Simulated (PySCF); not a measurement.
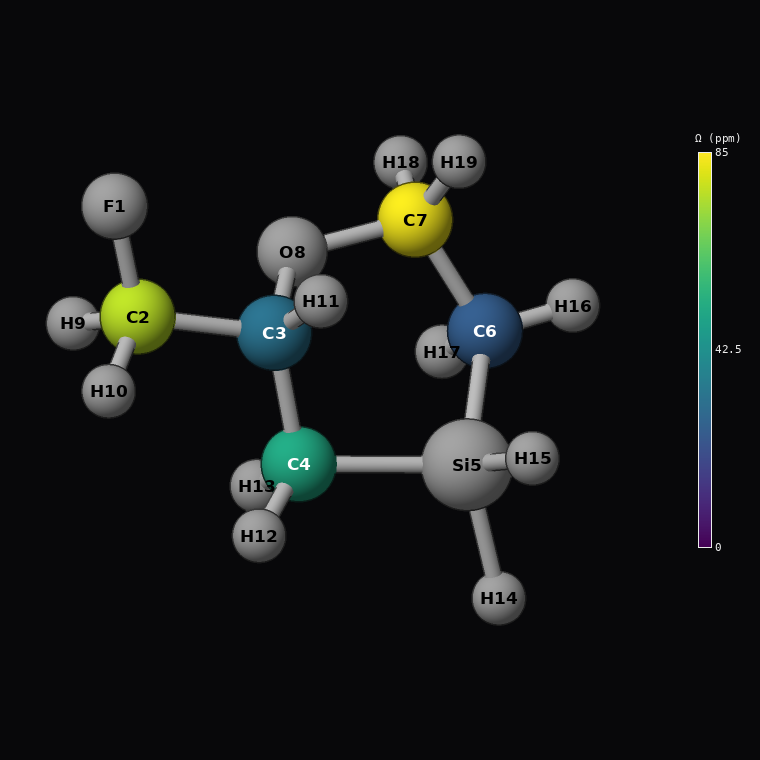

The C atoms are coloured by the span of their shielding tensor. Geometry: a frame of a GFN2-xTB molecular-dynamics simulation, not a minimum. Level of theory: GIAO PBE0/pcSseg-1 NMR shielding, non-relativistic, gas phase (PySCF 2.14.0). Principal shieldings σ11 ≤ σ22 ≤ σ33, span Ω = σ33 − σ11, skew κ = 3(σiso − σ22)/Ω.

Give the shielding tensors of the C atoms.

```tsv
atom	σ11	σ22	σ33	σiso	Ω	κ
C2	55.3	75.5	131.5	87.4	76.1	0.47
C3	97.0	102.0	129.2	109.4	32.2	0.69
C4	139.9	180.2	191.2	170.5	51.3	−0.57
C6	164.2	182.3	189.3	178.6	25.1	−0.44
C7	86.8	96.4	170.3	117.9	83.5	0.77
```

Shieldings and span in ppm.
